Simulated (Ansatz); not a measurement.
**Hf (Im-3m, 1 atom in the cell): Grüneisen parameters**

Wanted: mode Grüneisen parameters of Hf (Im-3m, 1 atom in the cell).

Method: DFT LDA, scalar-relativistic, plane waves, norm-conserving pseudopotentials, in Ansatz 0.2.0.

This is not the structure that Hf takes at ambient pressure and room temperature (hexagonal, No. 194); it is a model or a phase of other conditions.

## 1. Starting point

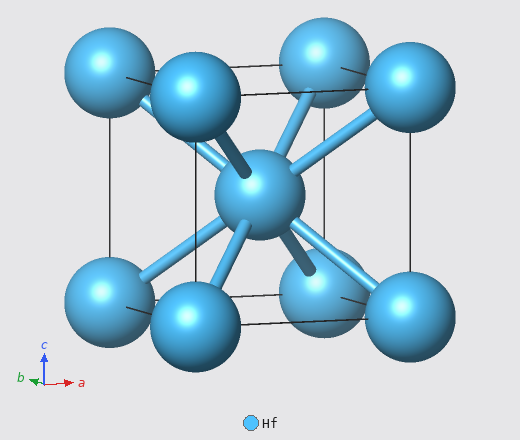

The starting structure, seen slightly off an axis (hafnium blue). This picture shows the conventional cell, with its axes. Some periodic images of atoms are drawn too.

## 2. Response at finite wavevector

The cell comes from relaxations at this level that are not shown. Stability and thermal properties need the whole zone. Linear response on a 4×4×4 q mesh gives force constants as far as a supercell of that size would.

input.yaml

```yaml
crystal:
  lattice:
    - [-1.7144954714, 1.7144954714, 1.7144954714]
    - [1.7144954714, -1.7144954714, 1.7144954714]
    - [1.7144954714, 1.7144954714, -1.7144954714]
  atoms:
    - { symbol: Hf, position: [0.0, 0.0, 0.0] }
kpoints:
  mp_grid: { grid: [16, 16, 16] }
hamiltonian:
  xc: lda
  pseudopotentials: { kind: nc }
scf:
  occupations: { method: methfessel_paxton, width: 0.15 }
output:
  eigenvalues: true
phonons:
  method: dfpt
  qmesh: [4, 4, 4]
  temperatures: { t_max: 1000, t_step: 50 }
  qpath:
    path:
      - [[0.0, 0.0, 0.0], [0.5, -0.5, 0.5], [0.0, 0.0, 0.5], [0.0, 0.0, 0.0], [0.25, 0.25, 0.25], [0.5, -0.5, 0.5]]
      - [[0.25, 0.25, 0.25], [0.0, 0.0, 0.5]]
    npoints: 10
```

Run with:

```console
ansatz run input.yaml --threads 4 --pin off --max-ram 7168MiB --backend cpu --events-out ev --progress --plain --runs-dir out
```

The log of the run:

```text
Engine: ansatz 0.2.0, aarch64-unknown-linux-gnu
Pseudopotentials: kind: nc
Pseudopotential: Hf, nc, valence charge 12, recommended cutoff 789.130201 eV (normal), Hf.nc.azcp (PseudoDojo's, or run here from an input of PseudoDojo's: the run reads no file of this project's for it)
Functional definition: SPW92
  exchange = slater_x
  correlation = pw_c
Crystal: 1 atoms, lattice volume = 20.159 Å³
Basis set: ecut = 789.130201 eV, 959 PW (Γ), exchange–correlation on 60×60×60 points (8 copies of the dense FFT grid, shifted against one another)
Bands: 10, of which v1, the nominal top of the filled ones, is band 6 counted from 1 (5 counted from 0)
Symmetry: 48 space group operations
k-points: 145 of 4096
Non-local potential: Hf, projectors of the file, l = 0: 2, l = 1: 2, l = 2: 2, l = 3: 2
Initial density: superposition of atomic densities (chi_scale 0.1, normalization cell)
Initial wavefunctions: pseudopotential atomic-orbital guess
Functional: x = slater, c = lda
SCF iter   1: F=—  HF=-1535.920763 eV  |F-HF|=—  |Δ(HF+E_count)|=         —  Δρ=2.39e-2  dr2=1.48e-1  ethr=3.10e-3  ⟨swp⟩=6.2  Hψ=10587  notcnv=0
preconditioner: auto → none  [metal: Δε(μ)=0.017 eV  Ē_g=6.447 eV  σ=0.150 eV  W_gap=0.10  n_scr=0 (ndim 8)  ℏωp=16.5 eV  f_vac=0.000  D(μ)=1.41/eV (n_scr^D=12)]
SCF iter   2: F=—  HF=-1535.861843 eV  |F-HF|=—  |Δ(HF+E_count)|=   5.89e-2  S|Δr|=    0.00e0  Δρ=7.98e-3  dr2=1.08e-2  ethr=1.23e-3  ⟨swp⟩=2.9  Hψ=3577  notcnv=0  defer=13
SCF iter   3: F=—  HF=-1535.859014 eV  |F-HF|=—  |Δ(HF+E_count)|=   2.83e-3  S|Δr|=    0.00e0  Δρ=2.07e-3  dr2=3.38e-4  ethr=9.04e-5  ⟨swp⟩=2.8  Hψ=2196  notcnv=0  defer=13
SCF iter   4: F=—  HF=-1535.859018 eV  |F-HF|=—  |Δ(HF+E_count)|=   3.97e-6  S|Δr|=    0.00e0  Δρ=1.32e-4  dr2=1.20e-6  ethr=2.82e-6  ⟨swp⟩=2.2  Hψ=1940  notcnv=0  defer=13
SCF iter   5: F=—  HF=-1535.859019 eV  |F-HF|=—  |Δ(HF+E_count)|=   1.32e-6  S|Δr|=    0.00e0  Δρ=1.36e-5  dr2=1.97e-8  ethr=1.00e-8  ⟨swp⟩=3.0  Hψ=2880  notcnv=0  defer=13
SCF iter   6: F=—  HF=-1535.859019 eV  |F-HF|=—  |Δ(HF+E_count)|=   1.54e-9  S|Δr|=    0.00e0  Δρ=2.01e-6  dr2=1.01e-9  ethr=1.64e-10  ⟨swp⟩=2.9  Hψ=2686  notcnv=0  defer=13
SCF iter   7: F=—  HF=-1535.859019 eV  |F-HF|=—  |Δ(HF+E_count)|=  4.57e-10  S|Δr|=    0.00e0  Δρ=2.39e-7  dr2=1.34e-11  ethr=8.41e-12  ⟨swp⟩=2.6  Hψ=2447  notcnv=0  defer=13
SCF iter   8: F=-1535.859019 eV  HF=-1535.859019 eV  |F-HF|=0.00e0  |Δ(HF+E_count)|=  5.91e-12  S|Δr|=    0.00e0  Δρ=2.76e-8  dr2=1.91e-13  ethr=1.00e-12  ⟨swp⟩=9.8  Hψ=9362  notcnv=0
SCF 1 converged in 8 iterations: F = -1535.859019 eV  dr2 = 1.91e-13
NSCF: frozen V_eff on 145 k-points
WARN: eigensolver did not converge in 6 slots of this pass, the one above among them; of largest residual over every band (k=70): 1 band(s) unlocked (lowest unlocked band 9, counted from 0; max residual 4.41e-4 eV among the unlocked bands, 4.41e-4 eV over every band); of lowest unlocked band (k=25): band 9
NSCF: frozen V_eff on 349 k-points
DFPT response loops at q = (0, 0, 0) (fractional): preconditioner auto → Kerker (q_TF=auto, 2.502 Å⁻¹) (partly filled bands, converged f_vac=0.000); β = 1.00, the filter's whole step (`scf.mixing.beta` (0.50) is not read by the response loops under this deck's `scf.mixing.preconditioner`; to damp them name `kerker` or `kerker_dos`, under which they read `scf.mixing.beta`, and type it under 1.00, their step now; both keys bind the ground state too); Broyden in place of MSR1
NSCF: frozen V_eff on 4352 k-points
DFPT response loops at q = (0, 0, 0.25) (fractional): mixed as the last ones told, above
NSCF: frozen V_eff on 2196 k-points
DFPT response loops at q = (0, 0, -0.5) (fractional): mixed as the last ones told, above
NSCF: frozen V_eff on 8192 k-points
DFPT response loops at q = (0, 0.25, 0.25) (fractional): mixed as the last ones told, above
NSCF: frozen V_eff on 1178 k-points
DFPT response loops at q = (0.25, 0.25, 0.25) (fractional): mixed as the last ones told, above
NSCF: frozen V_eff on 2320 k-points
DFPT response loops at q = (0.25, 0.25, -0.25) (fractional): mixed as the last ones told, above
NSCF: frozen V_eff on 4352 k-points
DFPT response loops at q = (0.25, -0.5, -0.5) (fractional): mixed as the last ones told, above
NSCF: frozen V_eff on 698 k-points
DFPT response loops at q = (-0.5, -0.5, -0.5) (fractional): mixed as the last ones told, above
SCF converged after 8 iterations
Stability not checked: this state was not tested for a lower state beside it, because cold or Methfessel-Paxton smearing, or corrected tetrahedra, fill the levels in a way that the test cannot read (fill_not_monotonic; see scf.lower_state_search)
Free energy (F): -1535.859019 eV
Harris-Foulkes:  -1535.859019 eV  (|F-HF|=0.00e0)
Internal energy: -1535.858587 eV  (E = F + TS)
E sigma→0 (E₀):  -1535.858911 eV
Entropy (-TS):   -0.000432 eV (-0.432 meV/atom)
Fermi energy:    15.697506 eV
--- Per-component energies (eV) ---
  E_band       = -120.974578
  E_kinetic    = 398.097578
  E_local      = -695.885478  (includes V_loc(G=0)·N_el)
  E_nonlocal   = 69.038916
  E_hartree    = 179.028376
  E_xc         = -385.795514
  E_vxc        = -250.282356  (∫ρ·V_xc dr)
  E_ewald      = -1100.342465
  E_smearing   = -0.000432  (= −TS)
  E_closure    = 0.000000  (closes the sum)
  Σ components = -1535.859019   (vs F -1535.859019, Δ=0.00e0)
--- Band table (eV; the first three rows and the last of 145) ---
  k-point 0: bands = ["-45.5453", "-13.6800", "-13.6800", "-13.6800", "8.3594", "17.2207", "17.2207", "17.2207", "20.3323", "20.3323"]
  k-point 1: bands = ["-45.5412", "-13.7285", "-13.6946", "-13.6803", "8.5243", "17.1044", "17.1799", "17.3847", "20.1360", "20.3297"]
  k-point 2: bands = ["-45.5294", "-13.8644", "-13.7362", "-13.6812", "8.9981", "16.7932", "17.0030", "17.8708", "19.7830", "20.3362"]
  k-point 144: bands = ["-45.3556", "-14.4832", "-14.4832", "-14.4832", "12.6512", "12.6512", "23.2352", "23.2352", "23.2352", "23.8393"]
--- Phonons (Γ-DFPT): 1 representative perturbation + reference (Σ response iterations 2) ---
  ASR residual: 7.403e-5 → 0.000e0 eV/Å²; symmetrization residual: 4.066e-20 eV/Å²
  ASR residual per site (eV/Å²): 7.40e-5
  Γ frequencies (cm⁻¹): 0.00 0.00 0.00
--- Phonons (arbitrary-q DFPT): 8 irreducible q on the 4×4×4 mesh ---
  q = [0.0000, 0.0000, 0.0000] (star 1, of the zone-centre solve; hermiticity 2.39e-24, symmetrization 9.15e-16): -0.00 -0.00 -0.00
  q = [0.0000, 0.0000, 0.2500] (star 12, 2 solved perturbations in 3336 linear systems a pass and spin channel, the states on 2176 of 4096 k-point pairs; hermiticity 8.06e-14, symmetrization 4.93e-14, the responses' own estimated error 3.4e-4 eV/Å²): -41.74 54.21 94.25
  q = [0.0000, 0.0000, -0.5000] (star 6, 2 solved perturbations in 1719 linear systems a pass and spin channel, the states on 1098 of 4096 k-point pairs; hermiticity 3.11e-14, symmetrization 1.31e-13, the responses' own estimated error 3.8e-4 eV/Å²): -85.24 82.00 85.52
  q = [0.0000, 0.2500, 0.2500] (star 24, 2 solved perturbations in 6272 linear systems a pass and spin channel, the states on 4096 of 4096 k-point pairs; hermiticity 1.28e-5, symmetrization 6.79e-14, the responses' own estimated error 3.2e-4 eV/Å²): -53.64 58.06 110.36
  q = [0.2500, 0.2500, 0.2500] (star 2, 1 solved perturbation on 589 of 4096 k-point pairs; hermiticity 3.56e-13, symmetrization 3.56e-12, the responses' own estimated error 3.5e-4 eV/Å²): -27.98 -27.98 -27.98
  q = [0.2500, 0.2500, -0.2500] (star 6, 2 solved perturbations in 1808 linear systems a pass and spin channel, the states on 1160 of 4096 k-point pairs; hermiticity 3.22e-13, symmetrization 1.07e-13, the responses' own estimated error 4.0e-4 eV/Å²): 71.47 87.26 87.26
  q = [0.2500, -0.5000, -0.5000] (star 12, 2 solved perturbations in 3336 linear systems a pass and spin channel, the states on 2176 of 4096 k-point pairs; hermiticity 8.08e-14, symmetrization 1.96e-14, the responses' own estimated error 4.2e-4 eV/Å²): 97.35 116.27 118.15
  q = [-0.5000, -0.5000, -0.5000] (star 1, 1 solved perturbation on 349 of 4096 k-point pairs; hermiticity 1.32e-14, symmetrization 3.58e-14, the responses' own estimated error 3.2e-4 eV/Å²): 140.83 140.83 140.83
  sum rule: each row above includes the acoustic sum rule's correction from the zone centre's row sums; it moved no ω² by more than (0.34 cm⁻¹)²
  mesh force constants: q→R imaginary residual 0.00e0; ASR residual 7.403e-5 → 0.000e0 eV/Å²; symmetrization residual 3.109e-15 eV/Å²
  interpolated dispersion: 62 rows × 3 modes
  density of states and harmonic sums: on the 28×28×28 q-mesh, interpolated from the force constants of a 4×4×4 supercell (no non-analytic term)
  largest difference from the sums on the solved wave vectors: F 4.73e-2 eV, S 5.89e-5 and C_V 1.20e-5 eV/K
  zero-point energy: 0.012358 eV/cell   skipped modes (ω ≤ 0): 408, of them read as no rigid motion or as one in doubt: 405 (6.620e-1 modes/cell left out, lowest -85.27 cm⁻¹)   left out of the sums: 2.21e-1 of the cell's modes: C_V's classical limit lies that fraction below 3 k_B per atom; for a crystal, a wire or a layer, F and S can be off by more, and a phonons.interpolated_qmesh denser along its periods is the remedy for the sampling
```

Elapsed: 4.6 min, on 4 threads of Arm Neoverse N1, shared host; peak memory 4 GiB; 12 min of CPU time.

Numbers from this step:

| Item | Value |
| --- | --- |
| volume per atom | 20.16 Å³ |
| gap on the k-mesh | 0 eV |
| sum-rule residual before enforcement | 7.40e-5 eV/Å² |
| lowest frequency on the path | -85.27 cm⁻¹ |
| highest frequency on the path or at a solved wavevector | 140.8 cm⁻¹ |
| lowest mode on the q mesh (acoustic modes at Γ apart) | -85.24 cm⁻¹ |

Frequencies (cm⁻¹) solved at each irreducible wavevector; negative means imaginary. Frequencies by wavevector, by row:

```csv
q in reciprocal lattice units,star,mode 1,mode 2,mode 3
0 0 0,1,0,0,0
0 0 0.25,12,-41.7,54.2,94.2
0 0 -0.5,6,-85.2,82,85.5
0 0.25 0.25,24,-53.6,58.1,110.4
0.25 0.25 0.25,2,-28,-28,-28
0.25 0.25 -0.25,6,71.5,87.3,87.3
0.25 -0.5 -0.5,12,97.3,116.3,118.2
-0.5 -0.5 -0.5,1,140.8,140.8,140.8
```

Symmetry leaves 8 wavevectors to solve. The lowest mode among them, the acoustic zeros apart, lies at q = (0, 0, -0.5) and is imaginary, 85.2i cm⁻¹, so the energy falls along it.

## 3. Relaxing at another volume, volume ratio 0.97

The volume is scaled by 0.97 and held; symmetry leaves nothing to relax, so this is a single point. The modes can then be followed against volume.

input.yaml, the sections that differ from step 2:

```yaml
crystal:
  lattice:
    - [-1.6971761512, 1.6971761512, 1.6971761512]
    - [1.6971761512, -1.6971761512, 1.6971761512]
    - [1.6971761512, 1.6971761512, -1.6971761512]
  atoms:
    - { symbol: Hf, position: [0.0, 0.0, 0.0] }
output:
  forces: true
  stress: true
  eigenvalues: true
# kpoints, hamiltonian, scf: as in step 2
# phonons: removed
```

The log of the run:

```text
[...]
Crystal: 1 atoms, lattice volume = 19.554 Å³
Basis set: ecut = 789.130201 eV, 959 PW (Γ)
Bands: 10, of which v1, the nominal top of the filled ones, is band 6 counted from 1 (5 counted from 0)
Symmetry: 48 space group operations
[...]
k-points: 145 of 4096
[...]
Internal energy: -1535.851123 eV  (E = F + TS)
E sigma→0 (E₀):  -1535.852046 eV
Entropy (-TS):   -0.001230 eV (-1.230 meV/atom)
Fermi energy:    16.242643 eV
[...]
--- Stress (GPa, compression-positive) ---
        3.605071       0.000000      -0.000000
       -0.000000       3.605071       0.000000
        0.000000      -0.000000       3.605071
  P = ⅓ Tr σ = 3.6051 GPa (36.051 kbar)
--- Band table (eV; the first three rows and the last of 145) ---
[...]
[key lines of the parts left out:]
SCF converged after 6 iterations
Free energy (F): -1535.852353 eV
```

Elapsed: 3.3 s, on 4 threads; peak memory 0.31 GiB; 7.1 s of CPU time.

This step gave:

- pressure: 3.605 GPa
- volume per atom: 19.55 Å³

The run ends at a pressure of 3.61 GPa.

## 4. Phonons at the other volume, volume ratio 0.97

The phonons are repeated at this volume on the same k and q meshes.

input.yaml, the sections that differ from step 3:

```yaml
output:
  eigenvalues: true
phonons:
  method: dfpt
  qmesh: [4, 4, 4]
  temperatures: { t_max: 1000, t_step: 50 }
  qpath:
    path:
      - [[0.0, 0.0, 0.0], [0.5, -0.5, 0.5], [0.0, 0.0, 0.5], [0.0, 0.0, 0.0], [0.25, 0.25, 0.25], [0.5, -0.5, 0.5]]
      - [[0.25, 0.25, 0.25], [0.0, 0.0, 0.5]]
    npoints: 10
# crystal, kpoints, hamiltonian, scf: as in step 3
```

The log of the run:

```text
[...]
Crystal: 1 atoms, lattice volume = 19.554 Å³
Basis set: ecut = 789.130201 eV, 959 PW (Γ), exchange–correlation on 54×54×54 points (8 copies of the dense FFT grid, shifted against one another)
Bands: 10, of which v1, the nominal top of the filled ones, is band 6 counted from 1 (5 counted from 0)
Symmetry: 48 space group operations
k-points: 145 of 4096
[...]
SCF iter   1: F=—  HF=-1535.910009 eV  |F-HF|=—  |Δ(HF+E_count)|=         —  Δρ=2.35e-2  dr2=1.36e-1  ethr=3.10e-3  ⟨swp⟩=6.2  Hψ=10663  notcnv=0
[...]
SCF iter   7: F=-1535.852353 eV  HF=-1535.852353 eV  |F-HF|=5.68e-12  |Δ(HF+E_count)|=  1.53e-10  S|Δr|=    0.00e0  Δρ=2.30e-7  dr2=7.61e-12  ethr=1.00e-12  ⟨swp⟩=8.9  Hψ=11224  notcnv=0
SCF 1 converged in 7 iterations: F = -1535.852353 eV  dr2 = 7.61e-12
NSCF: frozen V_eff on 145 k-points
[...]
SCF converged after 7 iterations
[...]
Free energy (F): -1535.852353 eV
[...]
Internal energy: -1535.851123 eV  (E = F + TS)
E sigma→0 (E₀):  -1535.852046 eV
Entropy (-TS):   -0.001230 eV (-1.230 meV/atom)
Fermi energy:    16.242637 eV
[...]
--- Band table (eV; the first three rows and the last of 145) ---
[...]
ASR residual: 2.013e-4 → 0.000e0 eV/Å²; symmetrization residual: 8.132e-20 eV/Å²
  ASR residual per site (eV/Å²): 2.01e-4
  Γ frequencies (cm⁻¹): 0.00 0.00 0.00
--- Phonons (arbitrary-q DFPT): 8 irreducible q on the 4×4×4 mesh ---
[...]
interpolated dispersion: 62 rows × 3 modes
[...]
```

Run time: 4.5 min. Hardware: 4 threads; peak memory 4 GiB; 12 min of CPU time.

This step gave:

```yaml
sum_rule_residual_before_enforcement: 2.01e-4 eV/Å²
lowest_frequency_on_the_path: -83.20 cm⁻¹
highest_frequency_on_the_path_or_at_a_solved_wavevector: 145.7 cm⁻¹
lowest_mode_on_the_q_mesh_acoustic_modes_at_gamma_apart: -83.2 cm⁻¹
```

Frequencies (cm⁻¹) solved at each irreducible wavevector; negative means imaginary. Frequencies by wavevector, by row:

```csv
q in reciprocal lattice units,star,mode 1,mode 2,mode 3
0 0 0,1,0,0,0
0 0 0.25,12,-40.5,54,100.2
0 0 -0.5,6,-83.2,80.9,90.8
0 0.25 0.25,24,-51,63.4,115.3
0.25 0.25 0.25,2,10.2,10.2,10.2
0.25 0.25 -0.25,6,76.1,88.2,88.2
0.25 -0.5 -0.5,12,100.4,119.1,123.7
-0.5 -0.5 -0.5,1,145.7,145.7,145.7
```

The highest frequency on the path or at a solved wavevector is 145.7 cm⁻¹, +4.9 cm⁻¹ against the base run.

## 5. Relaxing at another volume, volume ratio 1.03

The volume is scaled by 1.03 and held; symmetry leaves nothing to relax, so this is a single point. The modes can then be followed against volume.

input.yaml, the sections that differ from step 4:

```yaml
crystal:
  lattice:
    - [-1.7314717781, 1.7314717781, 1.7314717781]
    - [1.7314717781, -1.7314717781, 1.7314717781]
    - [1.7314717781, 1.7314717781, -1.7314717781]
  atoms:
    - { symbol: Hf, position: [0.0, 0.0, 0.0] }
output:
  forces: true
  stress: true
  eigenvalues: true
# kpoints, hamiltonian, scf: as in step 4
# phonons: removed
```

The log of the run:

```text
[...]
Crystal: 1 atoms, lattice volume = 20.764 Å³
Basis set: ecut = 789.130201 eV, 1055 PW (Γ)
Bands: 10, of which v1, the nominal top of the filled ones, is band 6 counted from 1 (5 counted from 0)
Symmetry: 48 space group operations
[...]
k-points: 145 of 4096
[...]
Internal energy: -1535.853565 eV  (E = F + TS)
E sigma→0 (E₀):  -1535.853042 eV
Entropy (-TS):   0.000697 eV (0.697 meV/atom)
Fermi energy:    15.181135 eV
[...]
--- Stress (GPa, compression-positive) ---
       -3.193669      -0.000000      -0.000000
       -0.000000      -3.193669       0.000000
        0.000000      -0.000000      -3.193669
  P = ⅓ Tr σ = -3.1937 GPa (-31.937 kbar)
--- Band table (eV; the first three rows and the last of 145) ---
[...]
[key lines of the parts left out:]
SCF converged after 6 iterations
Free energy (F): -1535.852868 eV
```

Wall time 3.7 s (4 threads); peak memory 0.31 GiB; 7.6 s of CPU time.

Numbers from this step:

* pressure: -3.194 GPa
* volume per atom: 20.76 Å³

The run ends at a pressure of -3.19 GPa.

## 6. Phonons at the other volume, volume ratio 1.03

The phonons are repeated at this volume on the same k and q meshes.

input.yaml, the sections that differ from step 5:

```yaml
output:
  eigenvalues: true
phonons:
  method: dfpt
  qmesh: [4, 4, 4]
  temperatures: { t_max: 1000, t_step: 50 }
  qpath:
    path:
      - [[0.0, 0.0, 0.0], [0.5, -0.5, 0.5], [0.0, 0.0, 0.5], [0.0, 0.0, 0.0], [0.25, 0.25, 0.25], [0.5, -0.5, 0.5]]
      - [[0.25, 0.25, 0.25], [0.0, 0.0, 0.5]]
    npoints: 10
# crystal, kpoints, hamiltonian, scf: as in step 5
```

The log of the run:

```text
[...]
Crystal: 1 atoms, lattice volume = 20.764 Å³
Basis set: ecut = 789.130201 eV, 1055 PW (Γ), exchange–correlation on 60×60×60 points (8 copies of the dense FFT grid, shifted against one another)
Bands: 10, of which v1, the nominal top of the filled ones, is band 6 counted from 1 (5 counted from 0)
Symmetry: 48 space group operations
k-points: 145 of 4096
[...]
E sigma→0 (E₀):  -1535.853042 eV
Entropy (-TS):   0.000697 eV (0.697 meV/atom)
Fermi energy:    15.181122 eV
[...]
--- Band table (eV; the first three rows and the last of 145) ---
[...]
ASR residual: 7.714e-5 → 0.000e0 eV/Å²; symmetrization residual: 4.066e-20 eV/Å²
  ASR residual per site (eV/Å²): 7.71e-5
  Γ frequencies (cm⁻¹): 0.00 0.00 0.00
--- Phonons (arbitrary-q DFPT): 8 irreducible q on the 4×4×4 mesh ---
[...]
interpolated dispersion: 62 rows × 3 modes
[...]
[key lines of the parts left out:]
SCF converged after 8 iterations
Free energy (F): -1535.852868 eV
```

Elapsed: 4.9 min, on 4 threads; peak memory 4.1 GiB; 13 min of CPU time.

This step gave:

```
sum-rule residual before enforcement                    : 7.71e-5 eV/Å²
lowest frequency on the path                            : -86.62 cm⁻¹
highest frequency on the path or at a solved wavevector : 135.7 cm⁻¹
lowest mode on the q mesh (acoustic modes at Γ apart)   : -86.26 cm⁻¹
```

The highest frequency on the path or at a solved wavevector is 135.7 cm⁻¹, -5.1 cm⁻¹ against the base run.

## 7. Grüneisen parameters

The Grüneisen parameter of a mode is minus the logarithmic change of its frequency with volume, −d ln ω / d ln V; weighted by heat capacity it gives the expansion.

This step gave:

| Item | Value |
| --- | --- |
| bulk modulus | 113.3 GPa |

The phonon branches at the labelled points (cm⁻¹):

```csv
point,branch 1,branch 2,branch 3
Γ,0,0,0
H,141,141,141
N,-85,82,86
Γ,0,0,0
P,-28,-28,-28
H,141,141,141
jump to P,-28,-28,-28
N,-85,82,86
```

The same for volume x 0.97:

```csv
point,branch 1,branch 2,branch 3
Γ,0,0,0
H,146,146,146
N,-83,81,91
Γ,0,0,0
P,10,10,10
H,146,146,146
P,10,10,10
N,-83,81,91
```

The same for volume x 1.03:

```csv
point,branch 1,branch 2,branch 3
Γ,0,0,0
H,136,136,136
N,-86,82,83
Γ,0,0,0
P,-38,-38,-38
H,136,136,136
P,-38,-38,-38
N,-86,82,83
```

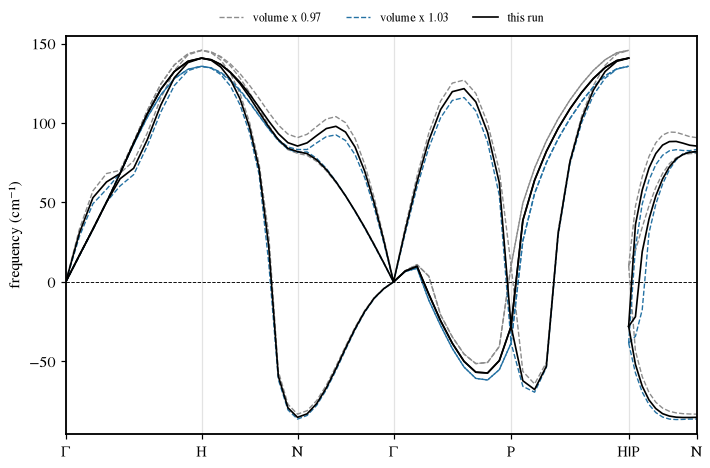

Phonon branches along the path; dashed: volume x 0.97 and volume x 1.03.

## 8. What came out

```json
{
  "bulk modulus": "113 GPa"
}
```

No expansion is given, because modes are imaginary at one volume or more. Branches are matched by rank, so values near crossings are rough. With no gap, or one that is small against the smearing, the frequencies hang on the k mesh and the smearing, most of all near Kohn anomalies. Spin-orbit coupling is left out, which can matter for the heavy elements here. A phonon run warned that its eigensolver left some bands unconverged in a pass.

[Logs are printed without paths, hosts, clocks, repeated set-up lines and the standing remarks that a program may print on its own settings, such as how far it seeks lower states.]

[Hosts, paths, dates, database ids (printed as entryN), source tags and the programs' standing remarks are cut or masked in the printed files.]
